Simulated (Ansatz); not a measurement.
# Stretching the linear La chain, part 2 of 3

Aim: how do moment and conductance of the linear La chain follow its length?

Ansatz 0.2.0; DFT PBE, plane waves, PAW; relaxation of a chain's period (the session's first sound run).

So far. Step 2 (Relaxation of atoms and period): The cell's length comes to 2.971 Å with no moment. That is -23 % against the start, more than a small adjustment.

## (3) The chain at a fixed length, period over the relaxed period 0.88, k-mesh 1×1×31

This step: DFT PBE, plane waves, PAW; channels and complex bands of a perfect chain (Ansatz 0.2.0).

The period is set to 0.88 times the relaxed one: shorter bonds widen the bands.

The cell differs from the one that the last finished run ended in (c 2.971 → 2.615 Å).

The input, input.yaml:

```yaml
crystal:
  lattice:
    - [12.0, 0.0, 0.0]
    - [0.0, 12.0, 0.0]
    - [0.0, 0.0, 2.6148479167]
  atoms:
    - { symbol: La, position: [0.5, 0.5, 0.0], spin: 1.0 }
magnetization:
  spin_polarized: true
kpoints:
  mp_grid: { grid: [1, 1, 31] }
scf:
  occupations: { method: fermi_dirac, width: 0.05 }
hamiltonian:
  xc: pbe
output:
  transmission:
    e_range: [-2, 2]
    de: 0.035
    kmesh: [1, 1]
    reduced_basis: true
    leads: [[0, 0]]
  stress: true
```

Run with:

```sh
$ ansatz run input.yaml --threads 8 --pin off --max-ram 16384MiB --backend cpu --events-out ev --progress --plain --runs-dir out
```

Numbers of over 12 decimals in the logs are rounded to 6 here.

What it wrote:

```text
[...]
Crystal: 1 atoms, lattice volume = 376.538 Å³
Basis set: ecut = 420 eV, 7433 PW (Γ)
Bands: 10, of which v1, the nominal top of the filled ones, is band 6 counted from 1 (5 counted from 0)
Symmetry: 16 space group operations
[...]
k-points: 16 of 31
[...]
Starting moments: Σ|m| = 1 μB on 1 of 1 site
[...]
SCF iter   1: F=—  HF=-6248.758532 eV  |F-HF|=—  |Δ(HF+E_count)|=         —  Δρ=2.16e-2 (↑2.16e-2 ↓1.13e-2)  dr2=1.11e1  dr2_m=2.06e-1  M=1.002 μB ∫|m|=1.002 μB  β_m=0.30  ethr=3.10e-3  ⟨swp⟩=6.5  Hψ=2075  notcnv=0
[...]
SCF iter  17: F=-6247.462965 eV  HF=-6247.462965 eV  |F-HF|=5.46e-12  |Δ(HF+E_count)|=  4.27e-10  Δρ=1.61e-8 (↑1.24e-8 ↓1.61e-8)  dr2=4.06e-12  dr2_m=7.80e-14  M=0.000 μB ∫|m|=0.000 μB  ethr=1.00e-12  ⟨swp⟩=2.7  Hψ=1645  notcnv=0
SCF 1 converged in 17 iterations: F = -6247.462965 eV  dr2 = 4.06e-12
[...]
WARN: the starting moments were not kept: the SCF closed with an absolute magnetisation of 9.7e-6 μB, where they sum to 1 μB in size (1 site). That is at most 0.1 of that sum. Measured as dr2_m measures the in/out step, that magnetisation stands 5.1e-12 eV from none, at or under the dr2_threshold of 1.0e-7 eV: it is no larger than a step whose dr2_m would equal this threshold. The system may hold no moment; this SCF  [...]
transmission: 8 of 48 steps passed
transmission: 12 of 48 steps passed
[...]
transmission: 48 of 48 steps passed
SCF converged after 17 iterations
Magnetization: 0.0000 μB (5.5000 up, 5.5000 down)
Absolute magnetization: 0.0000 μB (∫|ρ↑−ρ↓|, with the PAW one-centre terms)
[...]
Per-site moments (μB) at R_I (Å): [(2.107498959596481e-6, 1.078625)]
Free energy (F): -6247.462965 eV
[...]
Internal energy: -6247.434849 eV  (E = F + TS)
E sigma→0 (E₀):  -6247.448907 eV
Entropy (-TS):   -0.028116 eV (-28.116 meV/atom)
Fermi energy:    -1.445397 eV
[...]
--- Stress (GPa, compression-positive) ---
       -0.007315       0.000000      -0.000000
        0.000000      -0.007315      -0.000000
       -0.000000      -0.000000       2.106070
  P = ⅓ Tr σ = 0.6971 GPa (6.971 kbar)
--- Band table (eV; the first three rows and the last of 32) ---
[...]
--- Transmission ---
  basis      : 1265 plane waves across, 4 finite elements along
  points     : 1, standing for a mesh of 1 x 1
  filling    : by the input's occupations and mesh, since the crystals that have channels conduct as metals do. If one of these is a semiconductor, that mesh has misplaced its level
  energies   : 115 from -2.000000 to 1.990000 eV about the Fermi level, 0.035000 eV apart; the leads are filled to 0.000000 eV, and channels, transmission and decay are at -0.005000 eV
  crystal 0  : La1, at the sites [0, 0], period 2.6148 Å: whole cells are its period
    offset         : up to 0.0000 Å between an atom of the period and one for which it stands
    filled         : 22.7 meV under the level at which it is neutral
    channels       : 3.000000e0 up, 3.000000e0 down
    conductance    : 1.8044e14 S/m² at 300 K; may be off by some 0.0 % by where its bands' edges are placed, 10.9 % from the distance to neutral
```

Run time: 73 s. Hardware: 8 threads of Arm Neoverse V2, shared host; peak memory 1.5 GiB; 7 min of CPU time.

In the SCF lines HF is the Harris–Foulkes energy and dr2 the Hartree energy of the density residual, in eV; the loop may stop once dr2 is under the threshold and the program's other checks hold. Hψ counts applications of the Hamiltonian.

Numbers from this step:

```yaml
energy_at_zero_smearing: -6247.4489 eV
channels_at_the_energy_nearest_the_fermi_level_spin_up: 3
channels_at_the_energy_nearest_the_fermi_level_spin_down: 3
conductance_of_the_lead_as_this_run_defines_it: 3.354 G₀
band_gap: 0 eV
```

Open channels of the lead against energy, zero at the Fermi level:

```
energy (eV)  spin up  spin down
    -2.0000        0          0
    -1.7550        2          2
    -1.5100        2          2
    -1.2650        2          2
    -0.9850        3          3
    -0.7400        3          3
    -0.4950        3          3
    -0.2500        3          3
    -0.0050        3          3
     0.2400        6          6
     0.4850        6          6
     0.7650        6          6
     1.0100        5          5
     1.2550        3          3
     1.5000        3          3
     1.7450        3          3
```

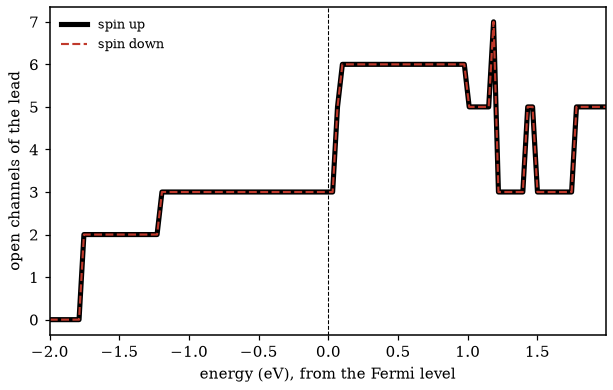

Open channels of the lead, plotted against energy.

At the computed energy nearest the Fermi level there are 3 spin-up and 3 spin-down channels, and the thermal average gives 3.35 G₀.

## (4) The chain at a fixed length, period over the relaxed period 0.92, k-mesh 1×1×30

The period is set to 0.92 times the relaxed one: shorter bonds widen the bands.

The cell differs from the one that the last finished run ended in (c 2.615 → 2.734 Å).

Changes to input.yaml since step 3:

```diff
@@ -4,3 +4,3 @@
     - [0.0, 12.0, 0.0]
-    - [0.0, 0.0, 2.6148479167]
+    - [0.0, 0.0, 2.7337046402]
   atoms:
@@ -10,3 +10,3 @@
 kpoints:
-  mp_grid: { grid: [1, 1, 31] }
+  mp_grid: { grid: [1, 1, 30] }
 scf:
```

What it wrote:

```text
[...]
Crystal: 1 atoms, lattice volume = 393.653 Å³
Basis set: ecut = 420 eV, 7753 PW (Γ)
Bands: 10, of which v1, the nominal top of the filled ones, is band 6 counted from 1 (5 counted from 0)
Symmetry: 16 space group operations
[...]
k-points: 16 of 30
[...]
Starting moments: Σ|m| = 1 μB on 1 of 1 site
[...]
--- Transmission ---
  basis      : 1265 plane waves across, 4 finite elements along
  points     : 1, standing for a mesh of 1 x 1
[...]
crystal 0  : La1, at the sites [0, 0], period 2.7337 Å: whole cells are its period
[...]
filled         : 13.2 meV over the level at which it is neutral
    channels       : 4.000000e0 up, 4.000000e0 down
[...]
[key lines of the parts left out:]
SCF converged after 14 iterations
Magnetization: -0.0000 μB (5.5000 up, 5.5000 down)
Free energy (F): -6247.649831 eV
Fermi energy:    -1.534592 eV
P = ⅓ Tr σ = 0.4329 GPa (4.329 kbar)
```

Elapsed: 69 s, on 8 threads; peak memory 1.5 GiB.

At the computed energy nearest the Fermi level there are 4 spin-up and 4 spin-down channels, and the thermal average gives 4.00 G₀.

Between step 3 and this run (period over the relaxed period 0.92 and k-mesh 1×1×30) the value for the conductance of the lead as this run defines it moves from 3.35 G₀ to 4.00 G₀ (+19 %).

## (5) The chain at a fixed length, period over the relaxed period 0.96, k-mesh 1×1×29

The period is set to 0.96 times the relaxed one: shorter bonds widen the bands.

The cell differs from the one that the last finished run ended in (c 2.734 → 2.853 Å).

Changes to input.yaml since step 4:

```diff
@@ -4,3 +4,3 @@
     - [0.0, 12.0, 0.0]
-    - [0.0, 0.0, 2.7337046402]
+    - [0.0, 0.0, 2.8525613637]
   atoms:
@@ -10,3 +10,3 @@
 kpoints:
-  mp_grid: { grid: [1, 1, 30] }
+  mp_grid: { grid: [1, 1, 29] }
 scf:
```

What it wrote:

```text
[...]
Crystal: 1 atoms, lattice volume = 410.769 Å³
Basis set: ecut = 420 eV, 8017 PW (Γ)
Bands: 10, of which v1, the nominal top of the filled ones, is band 6 counted from 1 (5 counted from 0)
Symmetry: 16 space group operations
[...]
k-points: 15 of 29
[...]
Starting moments: Σ|m| = 1 μB on 1 of 1 site
[...]
--- Transmission ---
  basis      : 1265 plane waves across, 4 finite elements along
  points     : 1, standing for a mesh of 1 x 1
[...]
crystal 0  : La1, at the sites [0, 0], period 2.8526 Å: whole cells are its period
[...]
filled         : 11.6 meV over the level at which it is neutral
    channels       : 4.000000e0 up, 4.000000e0 down
[...]
[key lines of the parts left out:]
SCF converged after 13 iterations
Magnetization: -0.0000 μB (5.5000 up, 5.5000 down)
Free energy (F): -6247.749824 eV
Fermi energy:    -1.607409 eV
P = ⅓ Tr σ = 0.1687 GPa (1.687 kbar)
```

Wall time 57 s (8 threads); peak memory 1.3 GiB; 5.5 min of CPU time.

At the computed energy nearest the Fermi level there are 4 spin-up and 4 spin-down channels, and the thermal average gives 4.00 G₀.

Between step 3 and this run (period over the relaxed period 0.96 and k-mesh 1×1×29) the value for the conductance of the lead as this run defines it moves from 3.35 G₀ to 4.00 G₀ (+19 %).

## (6) At a set period, period over the relaxed period 1, k-mesh 1×1×27

The period is set to 1.0 times the relaxed one, as the point of reference.

Changes to input.yaml since step 5:

```diff
@@ -4,3 +4,3 @@
     - [0.0, 12.0, 0.0]
-    - [0.0, 0.0, 2.8525613637]
+    - [0.0, 0.0, 2.9714180872]
   atoms:
@@ -10,3 +10,3 @@
 kpoints:
-  mp_grid: { grid: [1, 1, 29] }
+  mp_grid: { grid: [1, 1, 27] }
 scf:
```

What it wrote:

```text
[...]
Crystal: 1 atoms, lattice volume = 427.884 Å³
Basis set: ecut = 420 eV, 8225 PW (Γ)
Bands: 10, of which v1, the nominal top of the filled ones, is band 6 counted from 1 (5 counted from 0)
Symmetry: 16 space group operations
[...]
k-points: 14 of 27
[...]
Starting moments: Σ|m| = 1 μB on 1 of 1 site
[...]
--- Transmission ---
  basis      : 1265 plane waves across, 4 finite elements along
  points     : 1, standing for a mesh of 1 x 1
[...]
crystal 0  : La1, at the sites [0, 0], period 2.9714 Å: whole cells are its period
[...]
filled         : 2.2 meV over the level at which it is neutral
    channels       : 4.000000e0 up, 4.000000e0 down
[...]
[key lines of the parts left out:]
SCF converged after 14 iterations
Magnetization: -0.0000 μB (5.5000 up, 5.5000 down)
Free energy (F): -6247.771043 eV
Fermi energy:    -1.661542 eV
P = ⅓ Tr σ = -0.0349 GPa (-0.349 kbar)
```

Elapsed: 55 s, on 8 threads; peak memory 1.3 GiB.

Table of open channels of the lead by energy, zero at the Fermi level:

```
energy (eV)  spin up  spin down
    -0.9850        0          0
    -0.7400        3          3
    -0.4950        3          3
    -0.2500        4          4
    -0.0050        4          4
     0.2400        4          4
     0.4850        6          6
     0.7650        6          6
     1.0100        6          6
     1.2550        3          3
     1.5000        3          3
     1.7450        5          5
```

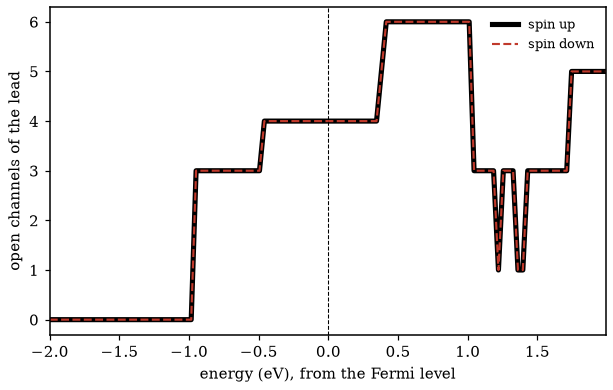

Open channels of the lead, plotted against energy.

At the computed energy nearest the Fermi level there are 4 spin-up and 4 spin-down channels, and the thermal average gives 4.00 G₀.

## (7) The chain at a fixed length, period over the relaxed period 1.04, k-mesh 1×1×26

The period is set to 1.04 times the relaxed one: longer bonds narrow the bands.

The cell differs from the one that the last finished run ended in (c 2.971 → 3.090 Å).

Changes to input.yaml since step 6:

```diff
@@ -4,3 +4,3 @@
     - [0.0, 12.0, 0.0]
-    - [0.0, 0.0, 2.9714180872]
+    - [0.0, 0.0, 3.0902748107]
   atoms:
@@ -10,3 +10,3 @@
 kpoints:
-  mp_grid: { grid: [1, 1, 27] }
+  mp_grid: { grid: [1, 1, 26] }
 scf:
```

What it wrote:

```text
[...]
Crystal: 1 atoms, lattice volume = 445.000 Å³
Basis set: ecut = 420 eV, 8715 PW (Γ)
Bands: 10, of which v1, the nominal top of the filled ones, is band 6 counted from 1 (5 counted from 0)
Symmetry: 16 space group operations
[...]
k-points: 14 of 26
[...]
Starting moments: Σ|m| = 1 μB on 1 of 1 site
[...]
--- Transmission ---
  basis      : 1265 plane waves across, 4 finite elements along
  points     : 1, standing for a mesh of 1 x 1
[...]
crystal 0  : La1, at the sites [0, 0], period 3.0903 Å: whole cells are its period
[...]
filled         : 4.8 meV over the level at which it is neutral
    channels       : 4.000000e0 up, 4.000000e0 down
[...]
[key lines of the parts left out:]
SCF converged after 14 iterations
Magnetization: -0.0000 μB (5.5000 up, 5.5000 down)
Free energy (F): -6247.743038 eV
Fermi energy:    -1.669908 eV
P = ⅓ Tr σ = -0.1554 GPa (-1.554 kbar)
```

The job ended after 65 s (8 threads; peak memory 1.3 GiB).

At the computed energy nearest the Fermi level there are 4 spin-up and 4 spin-down channels, and the thermal average gives 4.00 G₀. The change of length costs 0.029 eV a cell and leaves no moment.

Between step 3 and this run (period over the relaxed period 1.04 and k-mesh 1×1×26) the value for the conductance of the lead as this run defines it moves from 3.35 G₀ to 4.00 G₀ (+19 %).

## (8) The chain at a fixed length, period over the relaxed period 1.08, k-mesh 1×1×25

The period is set to 1.08 times the relaxed one: longer bonds narrow the bands.

The cell differs from the one that the last finished run ended in (c 3.090 → 3.209 Å).

Changes to input.yaml since step 7:

```diff
@@ -4,3 +4,3 @@
     - [0.0, 12.0, 0.0]
-    - [0.0, 0.0, 3.0902748107]
+    - [0.0, 0.0, 3.2091315342]
   atoms:
@@ -10,3 +10,3 @@
 kpoints:
-  mp_grid: { grid: [1, 1, 26] }
+  mp_grid: { grid: [1, 1, 25] }
 scf:
```

What it wrote:

```text
[...]
Crystal: 1 atoms, lattice volume = 462.115 Å³
Basis set: ecut = 420 eV, 9083 PW (Γ)
Bands: 10, of which v1, the nominal top of the filled ones, is band 6 counted from 1 (5 counted from 0)
Symmetry: 16 space group operations
[...]
k-points: 13 of 25
[...]
Starting moments: Σ|m| = 1 μB on 1 of 1 site
[...]
--- Transmission ---
  basis      : 1265 plane waves across, 4 finite elements along
  points     : 1, standing for a mesh of 1 x 1
[...]
crystal 0  : La1, at the sites [0, 0], period 3.2091 Å: whole cells are its period
[...]
filled         : 9.8 meV over the level at which it is neutral
    channels       : 4.000000e0 up, 4.000000e0 down
[...]
[key lines of the parts left out:]
SCF converged after 15 iterations
Magnetization: -0.0000 μB (5.5000 up, 5.5000 down)
Free energy (F): -6247.680776 eV
Fermi energy:    -1.669735 eV
P = ⅓ Tr σ = -0.2403 GPa (-2.403 kbar)
```

Run time: 66 s. Hardware: 8 threads; peak memory 1.2 GiB; 5.9 min of CPU time.

At the computed energy nearest the Fermi level there are 4 spin-up and 4 spin-down channels, and the thermal average gives 4.00 G₀. The change of length costs 0.093 eV a cell and leaves no moment.

For the conductance of the lead as this run defines it, step 3 gave 3.35 G₀; this run, with period over the relaxed period 1.08 and k-mesh 1×1×25, gives 4.00 G₀ (+19 %).

## (9) At a set period, period over the relaxed period 1.13, k-mesh 1×1×24

The period is set to 1.13 times the relaxed one: longer bonds narrow the bands.

The cell differs from the one that the last finished run ended in (c 3.209 → 3.358 Å).

Changes to input.yaml since step 8:

```diff
@@ -4,3 +4,3 @@
     - [0.0, 12.0, 0.0]
-    - [0.0, 0.0, 3.2091315342]
+    - [0.0, 0.0, 3.3577024385]
   atoms:
@@ -10,3 +10,3 @@
 kpoints:
-  mp_grid: { grid: [1, 1, 25] }
+  mp_grid: { grid: [1, 1, 24] }
 scf:
```

What it wrote:

```text
[...]
Crystal: 1 atoms, lattice volume = 483.509 Å³
Basis set: ecut = 420 eV, 9451 PW (Γ)
Bands: 10, of which v1, the nominal top of the filled ones, is band 6 counted from 1 (5 counted from 0)
Symmetry: 16 space group operations
[...]
k-points: 13 of 24
[...]
Starting moments: Σ|m| = 1 μB on 1 of 1 site
[...]
--- Transmission ---
  basis      : 1265 plane waves across, 5 finite elements along
  points     : 1, standing for a mesh of 1 x 1
[...]
crystal 0  : La1, at the sites [0, 0], period 3.3577 Å: whole cells are its period
[...]
filled         : 6.5 meV over the level at which it is neutral
    channels       : 4.000000e0 up, 4.000000e0 down
[...]
[key lines of the parts left out:]
SCF converged after 20 iterations
Magnetization: 0.0001 μB (5.5001 up, 5.4999 down)
Free energy (F): -6247.572797 eV
Fermi energy:    -1.661195 eV
P = ⅓ Tr σ = -0.3040 GPa (-3.040 kbar)
```

Run time: 79 s. Hardware: 8 threads; peak memory 1.5 GiB.

At the computed energy nearest the Fermi level there are 4 spin-up and 4 spin-down channels, and the thermal average gives 4.00 G₀. The change of length costs 0.205 eV a cell and leaves no moment.

Between step 3 and this run (period over the relaxed period 1.13 and k-mesh 1×1×24) the value for the conductance of the lead as this run defines it moves from 3.35 G₀ to 4.00 G₀ (+19 %).

(Continued in part 3 of 3.)

[Logs are printed without paths, hosts, clocks, repeated set-up lines and the standing remarks that a program may print on its own settings, such as how far it seeks lower states.]

[Hosts, paths, dates, database ids (printed as entryN), source tags and the programs' standing remarks are cut or masked in the printed files.]
